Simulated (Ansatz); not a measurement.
Tb under a change: Tb → Lu

The reference is Tb in the hcp (Mg type) structure (space group P6_3/mmc, No. 194; a = 3.463 Å, c = 5.561 Å; ferromagnetic).

It is then changed as follows: full substitution Tb → Lu; the structure is relaxed again.

All numbers come from PBEsol (Ansatz, a first-principles code; PAW; 420 eV plane waves; no spin-orbit coupling). Settings: 16×16×9 k-points, 0.05 eV Fermi–Dirac smearing, for the changed cell.

The volume per atom drops by 1.38 Å³ (28.87 Å³ → 27.49 Å³) and the density increases by 1.43 g/cm³, from 9.14 g/cm³ to 10.57 g/cm³. The lattice parameter a falls by 0.018 Å, from 3.463 Å to 3.445 Å and the c/a ratio decreases by 0.053, from 1.606 to 1.553. The space group remains P6_3/mmc (No. 194) and the shortest interatomic distance decreases by 0.092 Å, from 3.425 Å to 3.333 Å.

Final structure:

```
Lu
1.0
    3.44513     0.00000     0.00000
   -1.72256     2.98357     0.00000
    0.00000     0.00000     5.34893
Lu
2
Direct
  0.33333   0.66667   0.75000
  0.66667   0.33333   0.25000
```

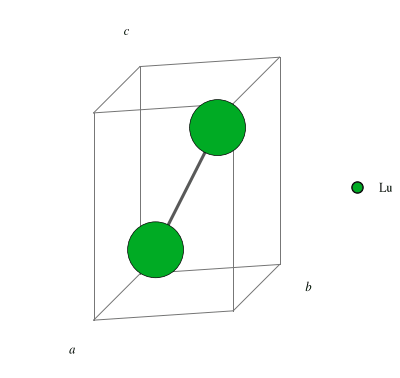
*The relaxed conventional cell after the change*

Other magnetic orders, which the real material may have, were not ruled out. The 4f electrons are in the valence with no U and their state was not checked, so volumes and moments can be off. Whether these cells are dynamically stable was not tested.
